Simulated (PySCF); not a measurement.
# GaH₈NSSi: electronic excitations at several levels of theory, part 2 of 2

PySCF 2.14.0. Atoms count from 0.

## Step 10: TDDFT and polarisability: PBE0/def2-TZVP

The job: settings as JSON, then the geometry in Å.

```
{"job": {"kind": "uv", "xc": "PBE0", "basis": "def2-TZVP"}, "charge": 0, "multiplicity": 1}
N     -1.733438     0.310483     0.332448
Ga    -0.546179    -1.419498    -0.049307
S      1.235795    -0.745011     1.209292
Si     1.994859     0.658993    -0.189601
H     -1.901837     0.387363     1.335801
H     -2.632821     0.346370    -0.147998
H     -1.190656     1.130397     0.053599
H     -0.341380    -1.278669    -1.603259
H     -1.380776    -2.547731     0.652289
H      2.501649     0.037027    -1.450444
H      3.098743     1.439433     0.446136
H      0.936781     1.652783    -0.598630
```

Level: TDDFT PBE0/def2-TZVP, vertical, gas phase, core orbitals frozen in the response.

Log:

```text
coarse grid: 45040 points
cycle   1  E = -2671.5680365308  dE = -5.350e-01  |g| = 7.592e-01  |ddm| = 2.424e+00
cycle   2  E = -2671.5295954753  dE =  3.844e-02  |g| = 9.908e-01  |ddm| = 9.730e-01
cycle   3  E = -2671.6369894553  dE = -1.074e-01  |g| = 4.347e-02  |ddm| = 5.544e-01
cycle   4  E = -2671.6373620063  dE = -3.726e-04  |g| = 1.723e-02  |ddm| = 4.687e-02
cycle   5  E = -2671.6374484119  dE = -8.641e-05  |g| = 5.468e-03  |ddm| = 1.820e-02
cycle   6  E = -2671.6374559523  dE = -7.540e-06  |g| = 1.650e-03  |ddm| = 4.276e-03
final grid: 90936 points
cycle   7  E = -2671.6374444262  dE =  3.032e-07  |g| = 2.171e-03  |ddm| = 2.956e-03
cycle   8  E = -2671.6374435878  dE =  8.384e-07  |g| = 2.994e-03  |ddm| = 2.702e-03
cycle   9  E = -2671.6374454107  dE = -1.823e-06  |g| = 1.212e-04  |ddm| = 1.541e-03
cycle  10  E = -2671.6374454142  dE = -3.573e-09  |g| = 1.137e-05  |ddm| = 9.515e-05
cycle  11  E = -2671.6374454143  dE = -3.229e-11  |g| = 3.144e-06  |ddm| = 1.069e-05
converged SCF energy = -2671.6374454143

Static polarisability (au): isotropic 87.705, principal 75.394 82.945 104.776

Singlet excitations
state   eV       nm        f      main configurations
  1   5.5085    225.1   0.02904   H->L 0.97
  2   5.9703    207.7   0.02439   H->L+1 0.96
  3   6.3106    196.5   0.00183   H-1->L 0.67, H->L+2 0.28
  4   6.3216    196.1   0.00454   H->L+2 0.64, H-1->L 0.30
  5   6.5904    188.1   0.00727   H-2->L 0.96
  6   6.7743    183.0   0.00108   H->L+3 0.69, H->L+4 0.16
  7   6.9335    178.8   0.05691   H-1->L+1 0.72, H->L+4 0.16
  8   7.0350    176.2   0.02475   H->L+4 0.55, H-1->L+1 0.21, H->L+3 0.12
  9   7.3091    169.6   0.00211   H-1->L+2 0.54, H-2->L+1 0.30
 10   7.3257    169.2   0.03374   H->L+5 0.87

Triplet excitations (Tamm-Dancoff, eV): 5.3205 5.5726 5.9752 6.1914
```

Run time: 33 s. Hardware: 1 thread of Intel Xeon Platinum 8259CL at 2.50GHz, shared host; peak memory 0.85 GiB.

In short: HOMO -6.83 eV, LUMO -0.33 eV; lowest singlet 5.51 eV.

## Step 11: Excited states and response: PBE0/aug-cc-pVDZ

The job, as its differences from that of step 10:

```diff
@@ -1,2 +1,2 @@
-{"job": {"kind": "uv", "xc": "PBE0", "basis": "def2-TZVP"}, "charge": 0, "multiplicity": 1}
+{"job": {"kind": "uv", "xc": "PBE0", "basis": "aug-cc-pVDZ"}, "charge": 0, "multiplicity": 1}
 N     -1.733438     0.310483     0.332448
```

With the program's defaults for keys left out, this is: TDDFT PBE0/aug-cc-pVDZ, vertical, gas phase, core orbitals frozen in the response.

Log:

```text
coarse grid: 45040 points
cycle   1  E = -2671.5277193101  dE = -5.031e-01  |g| = 3.665e-01  |ddm| = 6.733e+00
cycle   2  E = -2671.5205851119  dE =  7.134e-03  |g| = 3.955e-01  |ddm| = 1.942e+00
cycle   3  E = -2671.5672714533  dE = -4.669e-02  |g| = 4.969e-02  |ddm| = 1.001e+00
cycle   4  E = -2671.5681327946  dE = -8.613e-04  |g| = 1.105e-02  |ddm| = 1.594e-01
cycle   5  E = -2671.5681681871  dE = -3.539e-05  |g| = 3.787e-03  |ddm| = 3.840e-02
cycle   6  E = -2671.5681722893  dE = -4.102e-06  |g| = 1.016e-03  |ddm| = 9.170e-03
final grid: 90936 points
cycle   7  E = -2671.5681664655  dE =  2.281e-08  |g| = 1.267e-03  |ddm| = 9.146e-03
cycle   8  E = -2671.5681661510  dE =  3.145e-07  |g| = 1.712e-03  |ddm| = 4.965e-03
cycle   9  E = -2671.5681668531  dE = -7.021e-07  |g| = 7.148e-05  |ddm| = 2.760e-03
cycle  10  E = -2671.5681668546  dE = -1.518e-09  |g| = 1.126e-05  |ddm| = 1.860e-04
cycle  11  E = -2671.5681668547  dE = -5.184e-11  |g| = 3.935e-06  |ddm| = 4.496e-05
converged SCF energy = -2671.5681668547

Static polarisability (au): isotropic 95.008, principal 83.783 90.398 110.842

Singlet excitations
state   eV       nm        f      main configurations
  1   5.0222    246.9   0.02460   H->L 0.98
  2   5.6756    218.5   0.03595   H->L+1 0.88
  3   5.8960    210.3   0.00760   H-1->L 0.55, H->L+2 0.37
  4   5.8993    210.2   0.00343   H->L+2 0.50, H-1->L 0.42
  5   6.1572    201.4   0.00897   H-2->L 0.96
  6   6.3056    196.6   0.00554   H->L+3 0.75, H->L+5 0.08
  7   6.4063    193.5   0.00242   H->L+4 0.62, H->L+5 0.17
  8   6.4597    191.9   0.01804   H->L+5 0.64, H->L+4 0.21
  9   6.6680    185.9   0.08830   H-1->L+1 0.80
 10   6.6770    185.7   0.00756   H->L+6 0.64

Triplet excitations (Tamm-Dancoff, eV): 4.9037 5.3535 5.6647 5.8192
```

Run time: 30 s. Hardware: 1 thread of Intel Xeon Platinum 8259CL at 2.50GHz, shared host; peak memory 0.82 GiB.

Key values: HOMO -6.82 eV, LUMO -0.94 eV; lowest singlet 5.02 eV.

## Step 12: Run by run: electronic excitations

Excitations and ground-state properties, with basis size and wall time:

| run | lowest singlet (eV) | brightest (eV) | f | gap (eV) | α (Å³) | μ (D) | functions | time |
| --- | --- | --- | --- | --- | --- | --- | --- | --- |
| B3LYP/def2-SVPD | 5.04 | 6.64 | 0.098 | 5.75 | 14.06 | 5.21 | 173 | 1.8 min |
| PBE0/def2-SVPD | 5.37 | 6.82 | 0.103 | 6.30 | 13.91 | 5.26 | 173 | 94 s |
| BHandHLYP/def2-SVPD | 5.96 | 7.23 | 0.131 | 7.84 | 13.41 | 5.30 | 173 | 87 s |
| CAM-B3LYP/def2-SVPD | 5.79 | 7.03 | 0.133 | 8.22 | 13.77 | 5.28 | 173 | 1.7 min |
| wB97X-D/def2-SVPD | 6.02 | 7.13 | 0.136 | 9.70 | 13.73 | 5.32 | 173 | 1.8 min |
| LC-wPBE/def2-SVPD | 6.47 | 7.59 | 0.123 | 10.64 | 13.35 | 5.39 | 173 | 2.3 min |
| PBE0/6-31G* | 5.67 | 6.92 | 0.091 | 6.68 | 11.18 | 5.65 | 98 | 13 s |
| PBE0/def2-SVP | 5.74 | 7.15 | 0.061 | 6.78 | 11.48 | 5.52 | 122 | 16 s |
| PBE0/def2-TZVP | 5.51 | 6.93 | 0.057 | 6.50 | 13.00 | 5.27 | 201 | 33 s |
| PBE0/aug-cc-pVDZ | 5.02 | 6.67 | 0.088 | 5.88 | 14.08 | 5.19 | 185 | 30 s |

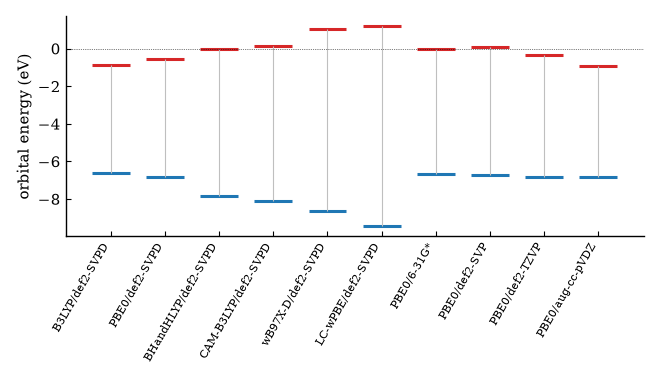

HOMO (blue) and LUMO (red) run by run.

## Step 13: What came out

What follows sums up all 2 parts.

| quantity | value |
| --- | --- |
| lowest singlet (B3LYP/def2-SVPD) | 5.04 eV (246 nm), f = 0.027 |
| brightest single state of those computed | state 8, 6.64 eV, f = 0.098 |
| lowest triplet | 4.91 eV |
| vertical ionisation energy (ΔSCF) | 8.79 eV |
| range of the lowest singlet | 5.02 to 6.47 eV |

Single values in the summary come from the first sound run of each kind (B3LYP/def2-SVPD), which need not be the best level. The lowest singlet, at 5.04 eV, is HOMO→LUMO 0.98 and is weak; of the 10 states computed, the strongest absorption comes from state 8 at 6.64 eV. The lowest triplet lies 0.13 eV below the lowest singlet (triplets in Tamm-Dancoff, singlets in full TDDFT). The brightest state lies above −ε(HOMO) (6.60 eV), where this functional's continuum begins, so it hangs on the basis. The lowest singlet moves an electron between orbitals on different atoms, a charge-transfer state, which B3LYP without long-range exact exchange places too low; its energy and rank are unsure. ΔSCF puts the ionisation energy at 8.79 eV, 2.19 eV above −ε(HOMO). The lowest singlet runs from 5.02 eV (PBE0/aug-cc-pVDZ) to 6.47 eV (LC-wPBE/def2-SVPD), while the orbital gap spans 5.75 to 10.64 eV. The lowest state need not be the same one in every run.
